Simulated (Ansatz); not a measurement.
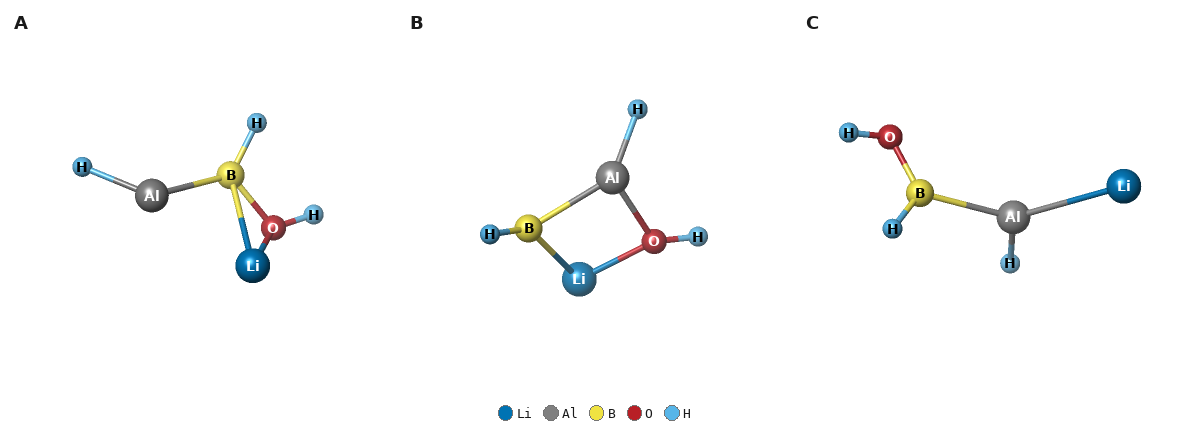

3 stationary structures of one formula. Geometries: PBE-D4/def2-SVP. Electronic energies: PBE-D4/def2-SVP (Ansatz 0.2.0), without zero-point energy. No frequency run is at hand to confirm each as a minimum. Each is one conformer, not always the lowest.

Which structure is the most stable?

Answer. A is lowest (C1); C lies 4.1 kcal/mol above it (C1), B lies 7.7 kcal/mol above it (C1).
